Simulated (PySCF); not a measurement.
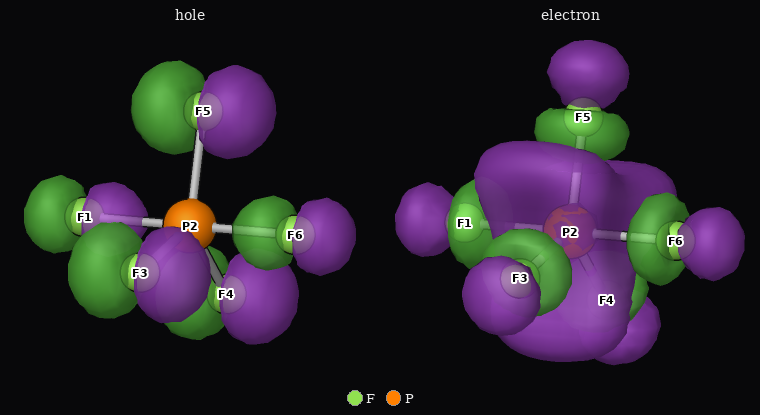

Figure. F₅P, SMILES `FP(F)(F)(F)F`. Leading natural transition orbital pair of S₅ (full linear response singlet states); the surfaces enclose about 78 % of each orbital's density.

Method: B3LYP/6-311G**; geometry: GFN2-xTB; program: PySCF. No frequency check shows the geometry to be a minimum. GFN2-xTB bond lengths at metals and heavier atoms can be off by up to 0.1 Å and shapes distorted, which carries into these values. Without diffuse functions Rydberg states are missing, so the states' numbers hold for this basis only.

Q: Where does the state lie, and where do hole and electron sit?

A: 11.25 eV (110 nm), f = 0.086; the leading pair carries 96 %; hole on F3, F4 and F5 (23 % each), F1 and F6 (12 % each) and P2 (6 %), electron on P2 (39 %), F3, F4 and F5 (14 % each) and F1 and F6 (10 % each); their centroids lie 0.0 Å apart. In canonical orbitals it is mainly HOMO−4 → LUMO (96 %). The HOMO–LUMO gap is 11.53 eV.

Cost of the run: 4 min on 1 thread of Intel(R) Xeon(R) Platinum 8259CL CPU @ 2.50GHz (Skylake/Cascade Lake), on a shared host, peak memory 0.68 GiB.
